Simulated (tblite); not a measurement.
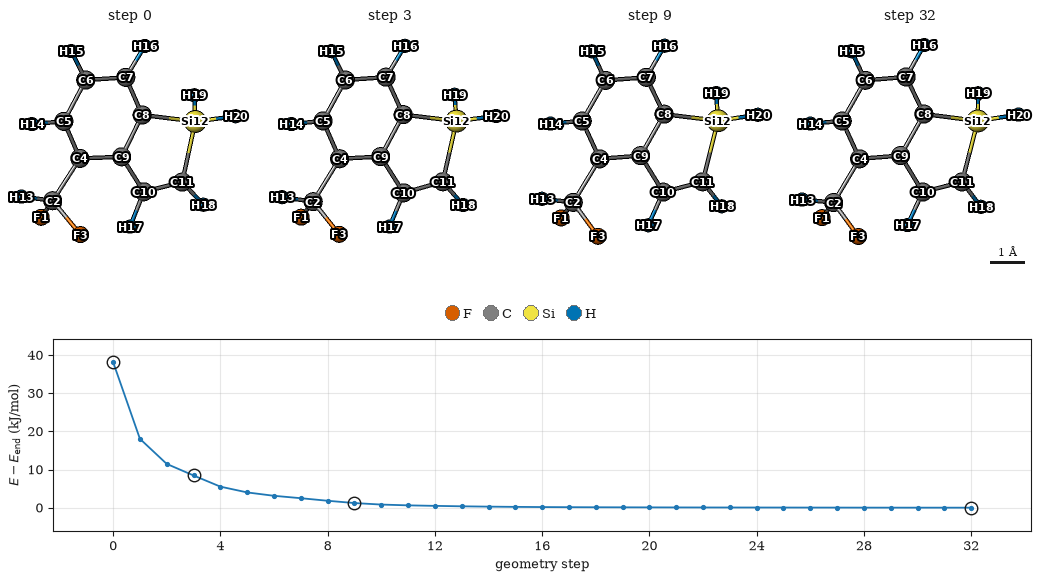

Frames of a relaxation of C$_{9}$H$_{8}$F$_{2}$Si, marked on the history of the run. The picture is a ball-and-stick view, seen at a tilt.

Level of theory: tblite, GFN2-xTB geometry optimisation, gas phase. 

Question: Describe the path.

Answer: The largest move after the best rigid fit is that of H19, 0.13 Å. Largest moves by element: H 0.13 Å, Si 0.09 Å, F 0.09 Å, C 0.06 Å. Some distances before and after: C2–F3 1.414 → 1.362 Å, C9–C10 1.411 → 1.457 Å, C4–C5 1.356 → 1.392 Å, C10–H17 1.110 → 1.079 Å. Among the angles between lasting bonds that change: C4–C9–C8 113.6° → 119.8°, C7–C8–C9 125.9° → 119.8°, C10–C11–H18 127.2° → 121.6°. After 32 geometry steps the energy has fallen by 38.2 kJ/mol. The run took 0.28 s on 1 thread of Arm Neoverse V2 (shared host). From step 0 to 3: F and Si atoms move most (0.04 Å), energy −29.7 kJ/mol. From step 3 to 9: H19 moves most (0.07 Å), energy −7.23 kJ/mol. From step 9 to 32: H19 moves most (0.06 Å), energy −1.21 kJ/mol.

```csv
step,"E − E(0), kJ/mol"
0,0.00
1,-20.11
2,-26.69
3,-29.72
4,-32.64
5,-34.16
6,-35.05
7,-35.67
8,-36.34
9,-36.95
10,-37.34
11,-37.55
12,-37.68
13,-37.80
15,-37.95
16,-38.00
17,-38.03
18,-38.05
19,-38.07
20,-38.08
22,-38.10
23,-38.11
24,-38.12
25,-38.12
26,-38.13
27,-38.14
29,-38.15
30,-38.15
31,-38.15
32,-38.16
```
